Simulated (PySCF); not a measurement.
**C$_{5}$H$_{7}$N, SMILES `N=C1CC=CC1`: what the electrons do**

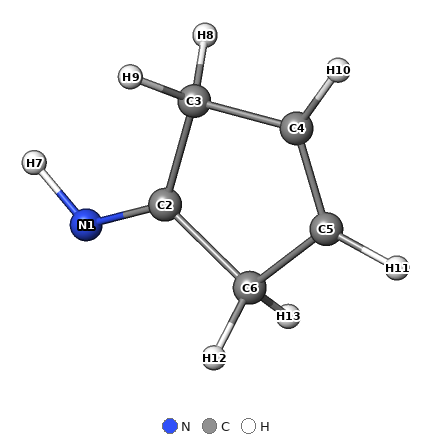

The molecule, with its atoms numbered as below. No frequency check shows the geometry to be a minimum.

Geometry (Å), atoms numbered from 1:

```
N1      -2.0761   -0.1332   -0.0008
C2      -0.8258   -0.0266    0.0004
C3       0.0326    1.2233    0.0006
C4       1.4305    0.6875   -0.0006
C5       1.4559   -0.6352   -0.0004
C6       0.0822   -1.2284    0.0015
H7      -2.5883    0.7467   -0.0016
H8      -0.1741    1.8400   -0.8789
H9      -0.1733    1.8386    0.8822
H10      2.2851    1.3424   -0.0016
H11      2.3361   -1.2545   -0.0013
H12     -0.1025   -1.8531    0.8758
H13     -0.1033   -1.8517   -0.8784
```

## 1. Excited states

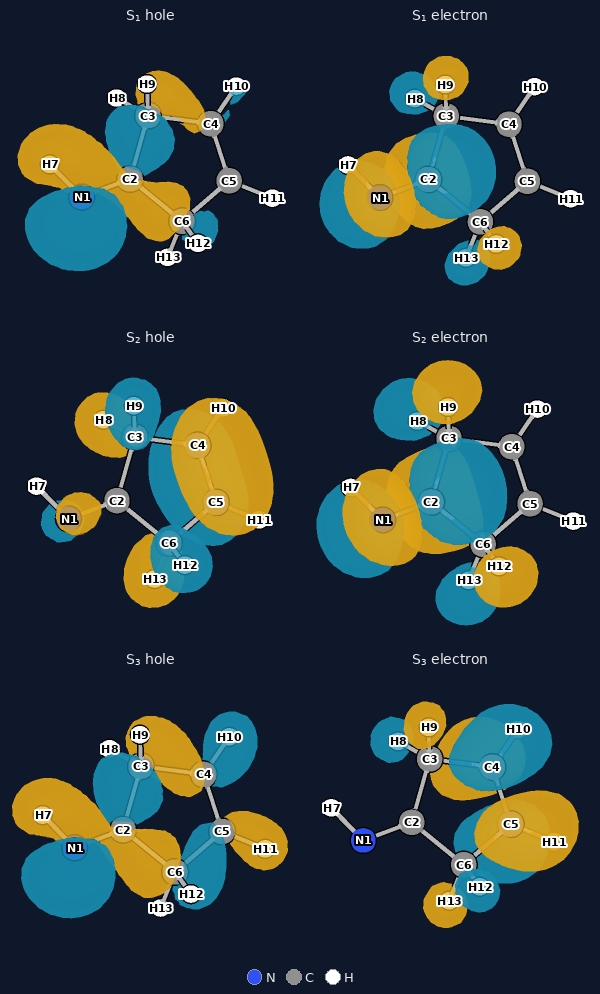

Leading natural transition orbitals (TDA singlet states).

PySCF calculation, BHandHLYP/6-31G*, gas phase; geometry: GFN2-xTB. Without diffuse functions Rydberg states are missing, so the states' numbers hold for this basis only.

Give the energy and character of each state.

Answer. By state:
- S₁: 5.61 eV (221 nm), f = 0.005, n → π*; the leading pair carries 100 %; hole on N1 (62 %), C2 (11 %) and C3 (9 %), electron on C2 (38 %), N1 (35 %) and C3 and C6 (6 % each); their centroids lie 0.5 Å apart.
- S₂: 7.11 eV (174 nm), f = 0.002, charge transfer, whose energy this functional puts too low; the leading pair carries 99 %; hole on C4 (33 %), C5 (32 %) and C3 and C6 (6 % each), electron on C2 (35 %), N1 (31 %) and C3 and C6 (7 % each); their centroids lie 2.0 Å apart.
- S₃: 7.86 eV (158 nm), f = 0.001 (very weak), σ or n → π*, charge transfer, whose energy this functional puts too low; the leading pair carries 100 %; hole on N1 (43 %), C2 and C3 (12 % each) and C6 (9 %), electron on C4 and C5 (35 % each) and C3 and C6 (5 % each); their centroids lie 2.3 Å apart.

## 2. In an electric field

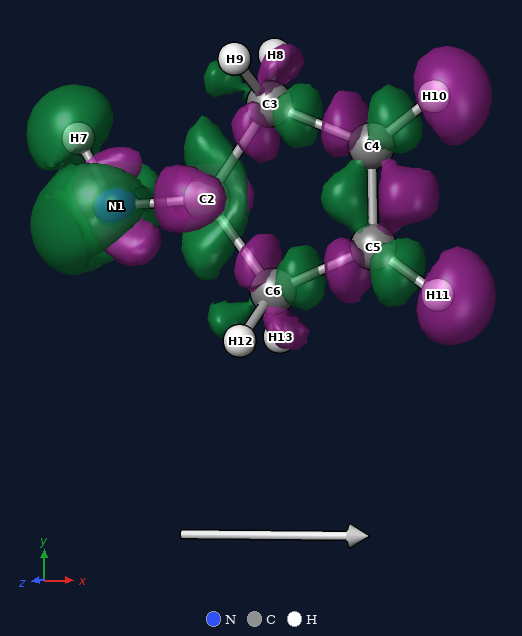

Change of the electron density in a uniform field of 0.26 V/Å along +x (arrow), surfaces at ±0.003 e/Å³ (green: gain, purple: loss).

PySCF calculation, B3LYP/6-31G*, gas phase; geometry: GFN2-xTB. A basis without diffuse functions makes polarisabilities too small.

The field was applied in both directions; the picture shows the one opposite to the script's first.

How large is the response?

Answer. The induced dipole is 0.80 D (along the field); α along this axis, from the fields in both directions, is 63 bohr³ (9.3 Å³).

## 3. Localised orbitals

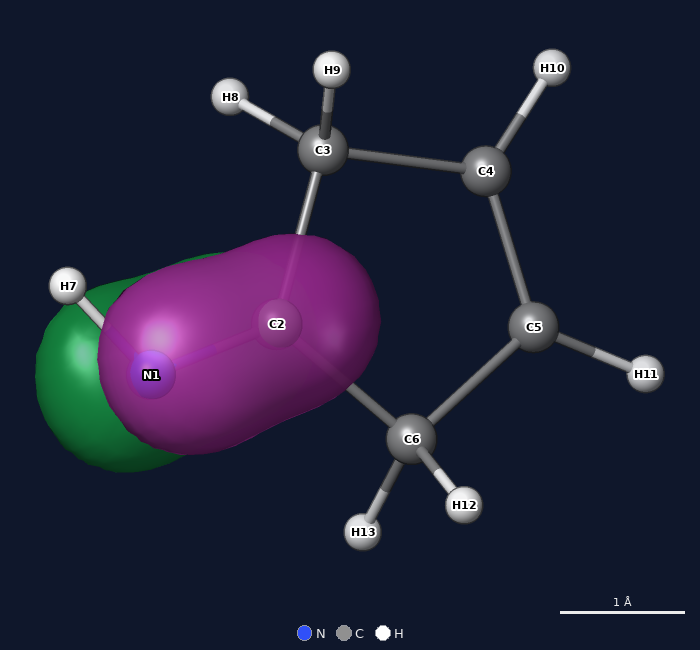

Intrinsic bond orbitals (IBO), occupied; each surface holds about 80 % of the orbital's density. Energies are diagonal elements of the Fock matrix.

Computed with PySCF, B3LYP/def2-SVP, geometry: GFN2-xTB.

What does this orbital represent?

Answer. π bond N1–C2 (N1 58 %, C2 41 %; −8.7 eV).
